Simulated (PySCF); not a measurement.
**C4H7N3Si: density, localisation and related maps**

```json
{"atom": "Si", "x (Å)": "-2.3894", "y (Å)": "-0.2867", "z (Å)": "-0.5369"}
{"atom": "N", "x (Å)": "-0.7401", "y (Å)": "-0.8378", "z (Å)": "-0.1886"}
{"atom": "C", "x (Å)": "0.2979", "y (Å)": "-0.1640", "z (Å)": "0.2610"}
{"atom": "C", "x (Å)": "1.5875", "y (Å)": "-0.6900", "z (Å)": "0.0802"}
{"atom": "C", "x (Å)": "2.5379", "y (Å)": "0.2758", "z (Å)": "0.4065"}
{"atom": "N", "x (Å)": "2.3752", "y (Å)": "1.3579", "z (Å)": "1.0634"}
{"atom": "N", "x (Å)": "1.1452", "y (Å)": "1.7260", "z (Å)": "1.3753"}
{"atom": "C", "x (Å)": "0.1517", "y (Å)": "1.0525", "z (Å)": "1.0777"}
{"atom": "H", "x (Å)": "-2.8196", "y (Å)": "0.3741", "z (Å)": "0.6116"}
{"atom": "H", "x (Å)": "-2.0609", "y (Å)": "0.5895", "z (Å)": "-1.6003"}
{"atom": "H", "x (Å)": "-3.2984", "y (Å)": "-1.4122", "z (Å)": "-0.5602"}
{"atom": "H", "x (Å)": "-0.4563", "y (Å)": "-1.7425", "z (Å)": "-0.4613"}
{"atom": "H", "x (Å)": "1.9649", "y (Å)": "-1.6351", "z (Å)": "-0.0588"}
{"atom": "H", "x (Å)": "3.5675", "y (Å)": "0.2540", "z (Å)": "0.0616"}
{"atom": "H", "x (Å)": "-0.7743", "y (Å)": "1.4423", "z (Å)": "1.1970"}
```

Geometry: GFN2-xTB, MD frame at 250 fs, 600 K.

Theory: PBE0/pcSseg-1, SCF density, gas phase, non-relativistic (PySCF 2.14.0).

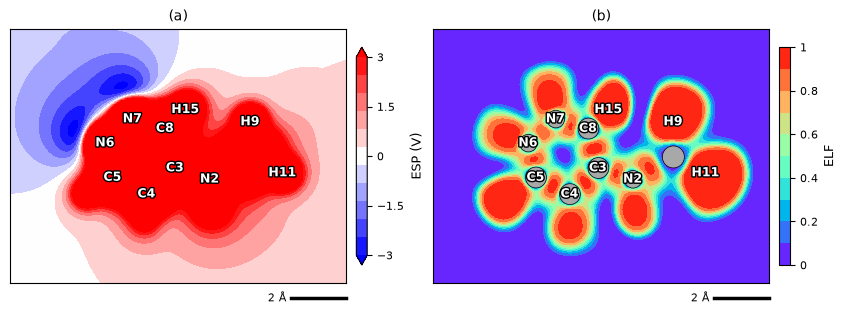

Figure 1. (a) electrostatic potential; (b) electron localisation function on the plane of atoms N2, C3 and C8. Grey discs cover the atomic cores in the ELF map.

### Interpret the plot.

- Atoms in the plane: N, C and H.
- C–N (1.24 Å): the ELF peaks at about 0.90 between the atoms: a short, multiple covalent bond.
- N–N (1.32 Å): the ELF peaks at about 0.90 between the atoms: a covalent bond.
- C–C (1.39 Å): the ELF peaks at about 0.95 between the atoms (a covalent bond).
- C–N (1.32 Å): the ELF peaks at about 0.90 between the atoms, as expected for localised, covalent bonding.
- C–C (1.47 Å): the ELF peaks at about 0.95 between the atoms: a covalent bond.
- The ELF also peaks beside N6 and N7, away from the bonds: lone-pair regions.
- Outside the dense part of the molecule the potential is most negative (−3.2 V) near N6.

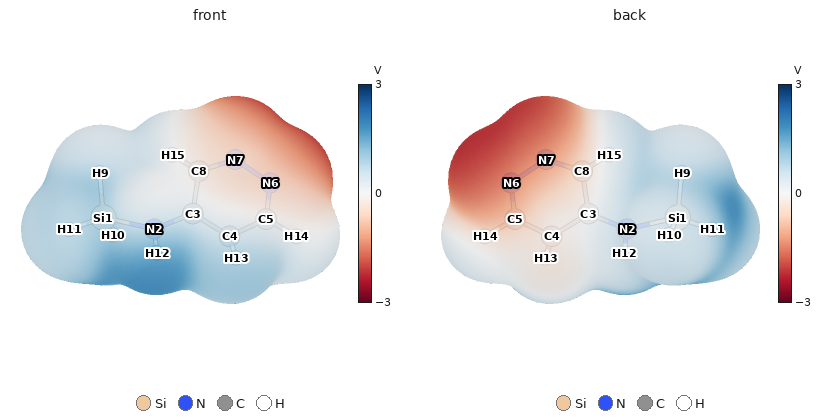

Figure 2. The molecular electrostatic potential painted on the density surface at 0.001 e/bohr³, seen from the front and from behind; red is negative and blue positive.

### Describe the electrostatic potential map.

The most negative region (about −2.2 V) lies over N6 and N7, the most positive (about +1.9 V) over Si1 and H12.
